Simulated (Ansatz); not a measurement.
# Nudged elastic band, with input and output: AlBH5O2F (part 2 of 2)

Continued. System: AlBH5O2F. Method: RHF/6-31G* (Ansatz 0.2.0). The run did not end well. It belongs to a series of runs on one base structure; here: band between the two ends.

Geometry of the input (Å):
```
B  -0.1186  -0.1239  -0.5182
F  -0.5207  -1.1599  0.2165
O  1.1477  -0.0880  -0.9657
H  1.6812  -0.7920  -0.6211
H  -0.9054  0.6799  -0.8784
O  0.2208  1.0362  1.8121
Al 0.8691  2.4771  2.4542
H  0.9065  2.6566  4.0270
H  1.4007  3.5472  1.4307
H  -0.1606  0.3472  2.3357
```

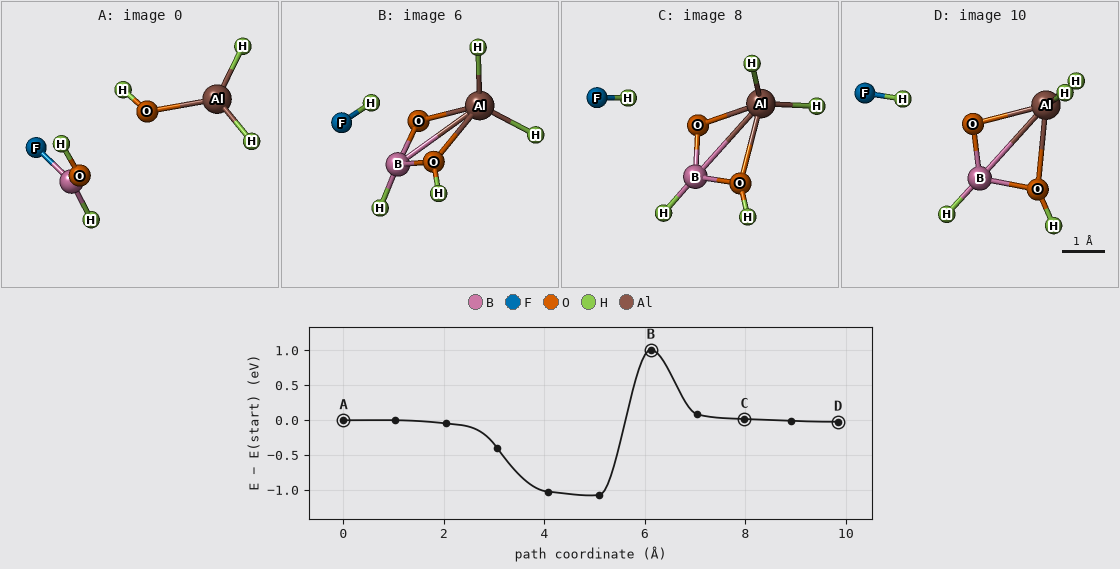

Figure 1. Images of the last band (counted from 0; ball-and-stick, seen on its broad side) above the energy along the path; the line is a cubic interpolation that uses the forces. The highest image is number 6, 1.010 eV above the start and 1.031 eV above the end (the climbing image); the end lies 0.022 eV below the start. The path is 9.84 Å long. The band had not converged after 60 iterations.

```
Unfinished report: {"positions_ang":[[-0.07246829669349363,0.43758238179083814,0.170202940040603],[-0.882509333337587,-0.7344382252399173,1.1003178510027465],[1.338822097383023,0.362086465187409,0.48008863600861307],[1.9602912228904206,0.06740445022482212,-0.17136475124866166],[-0.43136119915791227,0.2908910966112368,-0.9451381936643733],[-0.5535195687060621,1.3898397425302855,1.1046021530752197],[1.0875236862608404,1.880984691822384,1.7386172641639042],[1.3828793152944707,1.4431726411225243,3.226777063336841],[1.7234011423033138,3.1663518779145337,1.0751990685703896],[-1.0322590562370138,0.27652587803588463,1.5135969687147186]],"unchecked":["starts","cluster_reference","orbital_swaps","neighbouring_geometries","increment"],"mean_field":{"relativity":"none","state":{"energy":{"ev":-14116.450492220745,"hartree":-518.7699871153037},"converged":true,"gradient_ev":0.000018690468212470215,"stability":{"kind":"minimum","curvature_ev":55.59571653634663},"curvature_floor_ev":0.00030000000000000003,"spin_squared":3.552713678800501e-15},"others":[],"fillings":{"estimated":0,"unestimated":0,"tried":0,"untried":0,"excluded_magnetic_sites":0},"n_dropped_functions":0,"n_trapped_functions":0,"passes":{"evaluations":3,"products":21},"factors":{"origin":"Cholesky decomposition","count":912,"bound_ev":0.0007010383314276609},"gradient_stop_ev":0.00009,"reference_kind":"stationary","symmetry":{"irreps":["A"],"axes":[[0.980812859167577,-0.14823289196136663,0.1266220558682114],[0.15412096426123112,0.9873213863196403,-0.037989583981029994],[-0.11938535784052814,0.05677578583016903,0.9912233080777791]],"occupied":[{"A":24},{"A":24}]},"held":{"pivots":912,"left_out":0,"joined":0},"density_repulsion":{"missed_ev":0.00003101347663962003,"excess_ev":0.0,"most_excess_ev":0.0001296,"are_drawn_again":false,"n_first_factors":912,"energy_change_ev":0.0,"n_dropped_ends":0}},"factors":{"origin":"Cholesky decomposition","count":912,"bound_ev":0.0007010383314276609},"n_frozen":0,"n_occupied":[24,24],"n_virtual":[65,65],"reference":{"ev":-14116.450492220745,"hartree":-518.7699871153037},"total":{"ev":-14116.450492220745,"hartree":-518.7699871153037},"forces_ev_per_angstrom":[[-0.004477181919557955,-0.007911287670012283,0.00512212275359394],[0.003784426584259863,0.010463218164732358,-0.00291166589925649],[0.0007805759633954641,0.0029798754645050446,-0.0008741550856427525],[-0.00045126431359787965,-0.0018402774264782123,0.0010501209877052063],[0.0001469308660035418,0.0006235608497923429,-0.001252669253296041],[0.0013393953943182677,0.005382395936968314,-0.00037146052081002656],[-0.0012982931299051971,-0.001042450879540899,-0.0014298875442289574],[0.00013784310639397988,-0.00022101026800252577,0.00046564377288232695],[0.00023422564998841998,0.0000454266385072472,0.00022722510326295725],[-0.00019665820430296726,-0.008479450807293227,-0.000025274313682401233]],"charge_distribution":{"dipole_moment_e_ang":[0.3755496966653306,-0.1699240261684849,-0.3284884916172897],"mulliken_charges_e":[0.8336376513348576,-0.541546590559209,-0.8516526185013973,0.4974135196912466,-0.06616403876350807,-0.911976823082826,0.8287512281516936,-0.18933223013430367,-0.1927577963401661,0.5936276982036205],"lowdin_charges_e":[-0.2932225652709839,-0.2294720918617923,-0.11456258916776996,0.35579359958543966,0.0050941267326882755,-0.16593254193994156,0.22360721665222094,-0.12590279246897196,-0.12698071544218692,0.4715783531813462]},"n_threads":1,"memory_gib":1.7045454550534487,"seconds":{"hamiltonian":1.631092786,"orbitals":0.0,"second_order":0.0,"solver_start":0.0,"cycles":0.0,"cycle":0.0,"perturbative":0.0,"full_ci_increment":0.0,"forces":0.0}}
this run last wrote the band of iteration 60 to [file]
Error: NEB band did not converge after 60 iterations: max|band force component| = 5.48e-2 eV/Å (threshold 3.0e-2); raise `neb.max_iterations` in a new run, which can start from the last band evaluated (`neb.initial_path`, with `crystal.atoms` and `neb.final_atoms` set to its first and last images), add images, or start from endpoints closer to local minima. Where this run's directory can be resumed (`checkpoint.write`), a resume goes on for up to `neb.max_iterations` more; to start a new run from the last band, take its images' positions from the `neb_iteration` event of iteration 60 (`data.images[].positions_ang`), in the event stream of the run that computed that iteration (not this run's, if it was resumed behind it). With `checkpoint.write`, `steps/00-neb/state/checkpoint.json` in the run directory holds the last saved band, under `neb.evaluated.images[].positions_ang` (a band under a hybrid functional on support functions is neither saved nor resumed: `neb.initial_path` says where its path is): check the last entry of `neb.iterations` there, which is earlier than 60 if that iteration was not saved or its write failed. If the band's step has no `state` directory and holds `state.next`, a write was cut short, and the file is under `state.next` instead (behind a loss of power it can be under `state.prev`)
this run wrote the band of iteration 60 to [file] as well, whether or not its events were kept: a new run's `neb.initial_path` can list its `images[].positions_ang`
a run's events are kept only if it was started with --events-out <file>, and are in that file
```

### The last band as extended XYZ (Å, eV, eV/Å)
```
10
Properties=species:S:1:pos:R:3:forces:R:3 image=0 energy=-14117.46015
B    -0.1186   -0.1239   -0.5182    0.0055   0.0026   0.0024
F    -0.5207   -1.1599    0.2165   -0.0078  -0.0018   0.0024
O     1.1477   -0.0880   -0.9657    0.0037  -0.0026  -0.0080
H     1.6812   -0.7920   -0.6211   -0.0066   0.0092   0.0001
H    -0.9054    0.6799   -0.8784    0.0039  -0.0073   0.0028
O     0.2208    1.0362    1.8121    0.0078   0.0263   0.0212
Al    0.8691    2.4771    2.4542   -0.0043  -0.0241   0.0020
H     0.9065    2.6566    4.0270   -0.0060  -0.0023  -0.0251
H     1.4007    3.5472    1.4307   -0.0021  -0.0066   0.0081
H    -0.1606    0.3472    2.3357    0.0059   0.0065  -0.0060
10
Properties=species:S:1:pos:R:3:forces:R:3 image=1 energy=-14117.45928
B    -0.0586   -0.0672   -0.4887   -0.0023   0.0008   0.0010
F    -0.5837   -1.1300    0.1165    0.0001   0.0003  -0.0018
O     1.2769   -0.0132   -0.6640    0.0023   0.0009   0.0019
H     1.7257   -0.7528   -0.2757   -0.0004   0.0005   0.0030
H    -0.7620    0.7402   -0.9833    0.0030   0.0000  -0.0009
O    -0.1416    1.1189    1.8088   -0.0034  -0.0014   0.0027
Al    0.8762    2.3880    2.3215    0.0029   0.0003  -0.0001
H     1.4555    2.3371    3.7929    0.0049  -0.0018  -0.0034
H     1.1648    3.5472    1.2994   -0.0043   0.0008  -0.0008
H    -0.4323    0.4122    2.3654   -0.0027  -0.0003  -0.0016
10
Properties=species:S:1:pos:R:3:forces:R:3 image=2 energy=-14117.50517
B     0.0043    0.0187   -0.4003    0.0025   0.0001  -0.0457
F    -0.6154   -1.0864   -0.0069    0.0122   0.0108   0.0054
O     1.3497    0.0951   -0.2409   -0.0075   0.0243   0.0689
H     1.7104   -0.6991    0.1334    0.0119   0.0168   0.0270
H    -0.5744    0.8478   -1.0052    0.0051   0.0103   0.0204
O    -0.4500    1.2286    1.8092   -0.0441  -0.0247  -0.0275
Al    0.9080    2.2296    2.0905    0.0028   0.0082  -0.0094
H     1.7590    1.9661    3.3995    0.0424  -0.0445  -0.0426
H     1.1552    3.4343    1.1118   -0.0095  -0.0073  -0.0166
H    -0.7260    0.5457    2.4018   -0.0156   0.0061   0.0200
10
Properties=species:S:1:pos:R:3:forces:R:3 image=3 energy=-14117.85310
B    -0.0864    0.2347   -0.0255   -0.1697   0.2339   0.4166
F    -0.5954   -1.0024    0.1272    0.1188   0.0818   0.1658
O     1.3484    0.3109    0.1984    0.0027   0.3830   0.4822
H     1.7069   -0.5629    0.3292    0.0714   0.2781   0.1285
H    -0.5014    0.9034   -0.9148   -0.0240   0.0663   0.1742
O    -0.5150    1.1358    1.4591   -0.0559  -0.2124  -0.3255
Al    1.0655    1.9370    1.7544    0.1627  -0.3800  -0.4104
H     1.6737    1.7204    3.2130   -0.0237  -0.2838  -0.2707
H     1.3099    3.2905    0.9888    0.0195  -0.1248  -0.1145
H    -0.8854    0.6130    2.1631   -0.1018  -0.0422  -0.2460
10
Properties=species:S:1:pos:R:3:forces:R:3 image=4 energy=-14118.48340
B    -0.1803    0.2676    0.1399   -0.0077   0.0016   0.0155
F    -0.4339   -1.0099    0.5279    0.0157  -0.0002   0.0350
O     1.3327    0.5436    0.2507   -0.0038   0.0220   0.0134
H     1.8556   -0.2483    0.2878    0.0167   0.0313  -0.0081
H    -0.6183    0.6106   -0.9105   -0.0105  -0.0261  -0.0003
O    -0.5834    1.2351    1.2736   -0.0090   0.0098  -0.0195
Al    1.1689    1.8083    1.6376    0.0103  -0.0149  -0.0137
H     1.6864    1.2668    3.0330    0.0014  -0.0400  -0.0158
H     1.4392    3.2743    1.1286    0.0095  -0.0011   0.0140
H    -1.1460    0.8323    1.9243   -0.0227   0.0176  -0.0205
10
Properties=species:S:1:pos:R:3:forces:R:3 image=5 energy=-14118.53157
B    -0.1686    0.1800    0.2202   -0.0110  -0.0275   0.0051
F    -0.7091   -0.9585    0.7199    0.0378  -0.0389  -0.0417
O     1.3312    0.2744    0.5396   -0.0085   0.0008   0.0029
H     1.9286    0.1590   -0.1866    0.0019   0.0172   0.0017
H    -0.3828    0.4109   -0.9309    0.0048   0.0028   0.0041
O    -0.5713    1.3305    1.1584    0.0066  -0.0323   0.0097
Al    1.1790    1.7333    1.7131    0.0028  -0.0099  -0.0095
H     1.3703    1.3738    3.2393   -0.0011  -0.0045  -0.0003
H     1.7860    3.0343    1.0533   -0.0043  -0.0070  -0.0046
H    -1.2423    1.0426    1.7665   -0.0291   0.0992   0.0327
10
Properties=species:S:1:pos:R:3:forces:R:3 image=6 energy=-14116.45049
B    -0.0725    0.4376    0.1702   -0.0045  -0.0079   0.0051
F    -0.8825   -0.7344    1.1003    0.0038   0.0105  -0.0029
O     1.3388    0.3621    0.4801    0.0008   0.0030  -0.0009
H     1.9603    0.0674   -0.1714   -0.0005  -0.0018   0.0010
H    -0.4314    0.2909   -0.9451    0.0001   0.0006  -0.0013
O    -0.5535    1.3898    1.1046    0.0013   0.0054  -0.0004
Al    1.0875    1.8810    1.7386   -0.0013  -0.0010  -0.0014
H     1.3829    1.4432    3.2268    0.0001  -0.0002   0.0005
H     1.7234    3.1664    1.0752    0.0002   0.0000   0.0002
H    -1.0323    0.2765    1.5136   -0.0002  -0.0085   0.0000
10
Properties=species:S:1:pos:R:3:forces:R:3 image=7 energy=-14117.37679
B     0.0635    0.6451    0.0041    0.0388   0.0618  -0.0499
F    -1.1498   -0.9397    1.6830   -0.0799  -0.0499   0.1238
O     1.4479    0.5167    0.2939    0.0275   0.0415  -0.0507
H     2.0523    0.0285   -0.2468    0.0265  -0.0069  -0.0171
H    -0.4312    0.1135   -0.9266    0.0082  -0.0181  -0.0089
O    -0.4499    1.4796    0.8961    0.0293   0.0293  -0.0550
Al    1.1123    1.9840    1.6631    0.0055   0.0147  -0.0029
H     1.3777    1.4813    3.1350   -0.0125  -0.0210  -0.0094
H     1.7573    3.2967    1.0675    0.0227   0.0246   0.0320
H    -1.2592   -0.0254    1.7235   -0.0661  -0.0760   0.0382
10
Properties=species:S:1:pos:R:3:forces:R:3 image=8 energy=-14117.44247
B     0.2031    0.5264   -0.0301    0.0043  -0.0004  -0.0081
F    -1.6162   -0.8186    2.0364   -0.0183   0.0043   0.0120
O     1.6049    0.6759    0.1324    0.0104   0.0063  -0.0061
H     2.2501    0.2390   -0.4056    0.0051   0.0051  -0.0066
H    -0.2575   -0.1661   -0.8699    0.0052  -0.0091   0.0025
O    -0.3855    1.2801    0.8816    0.0030  -0.0072   0.0055
Al    1.1145    1.9832    1.6259   -0.0010   0.0017  -0.0009
H     1.5345    1.3888    3.0243    0.0061  -0.0070  -0.0034
H     1.5176    3.4295    1.1387   -0.0064   0.0036   0.0056
H    -1.4447    0.0422    1.7592   -0.0083   0.0026  -0.0006
10
Properties=species:S:1:pos:R:3:forces:R:3 image=9 energy=-14117.46919
B     0.3492    0.3941    0.0370    0.0056  -0.0208   0.0158
F    -2.1032   -0.7146    1.9930   -0.0159   0.0034   0.0009
O     1.6976    0.8356    0.0453    0.0052   0.0138  -0.0105
H     2.3561    0.5401   -0.5678    0.0013   0.0041  -0.0046
H    -0.0486   -0.3887   -0.7547    0.0021  -0.0007  -0.0012
O    -0.2736    1.0088    1.0255   -0.0001   0.0012  -0.0046
Al    1.1303    1.9814    1.6440    0.0006  -0.0045   0.0068
H     1.8237    1.4297    2.9481    0.0087   0.0001  -0.0024
H     1.1777    3.4948    1.2015   -0.0064   0.0003   0.0012
H    -1.5884   -0.0008    1.7209   -0.0011   0.0031  -0.0014
10
Properties=species:S:1:pos:R:3:forces:R:3 image=10 energy=-14117.48175
B     0.4938    0.2458    0.1531    0.0281   0.0120   0.0035
F    -2.4428   -0.5293    1.7433    0.0190   0.0128  -0.0017
O     1.7098    0.9630   -0.0038   -0.0174  -0.0104  -0.0018
H     2.3305    0.8094   -0.7024   -0.0024   0.0016   0.0020
H     0.1713   -0.6088   -0.5973   -0.0069  -0.0023   0.0005
O    -0.1078    0.7239    1.2256    0.0013   0.0015  -0.0057
Al    1.1337    1.9719    1.6784   -0.0022  -0.0022   0.0037
H     2.1066    1.5814    2.8570   -0.0022   0.0019  -0.0028
H     0.7941    3.4598    1.2803    0.0009  -0.0030   0.0013
H    -1.6683   -0.0367    1.6586   -0.0181  -0.0119   0.0010
```
